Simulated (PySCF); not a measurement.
Cl6Si2, SMILES `Cl[Si](Cl)(Cl)[Si](Cl)(Cl)Cl`.

Method: M06-2X/def2-SVPD; geometry: GFN2-xTB; program: PySCF. No frequency check shows the geometry to be a minimum. GFN2-xTB bond lengths at metals and heavier atoms can be off by up to 0.1 Å and shapes distorted, which carries into these values.

Cartesian coordinates (Å):

```
Cl1     -1.8816    1.8883    0.0034
Si2     -1.1697   -0.0002   -0.0000
Cl3     -1.8817   -0.9412   -1.6370
Cl4     -1.8817   -0.9470    1.6336
Si5      1.1697    0.0002   -0.0000
Cl6      1.8816   -1.8883    0.0034
Cl7      1.8817    0.9470    1.6336
Cl8      1.8817    0.9412   -1.6370
```

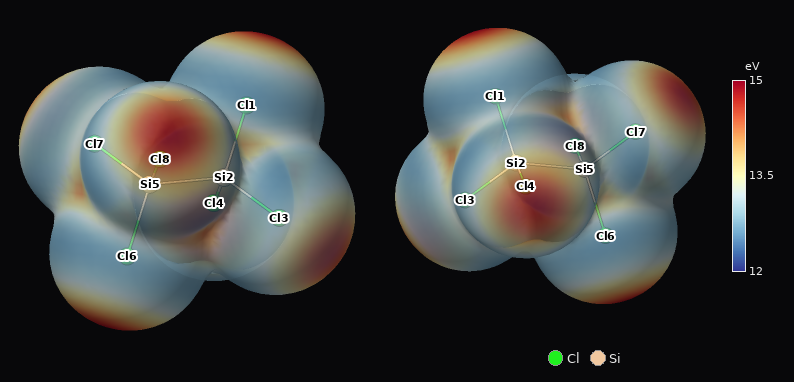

Average local ionisation energy on the surface of electron density 0.001 a.u. (back view left, front view right).

**Locate the minima of the map.**

The lowest value is 12.6 eV, 2.1 Å from Cl8, and at like points elsewhere. For comparison, the highest occupied orbital lies at −10.1 eV.

Run time: 97 s on 1 thread of AMD EPYC 7571, on a shared host, peak memory 0.96 GiB.
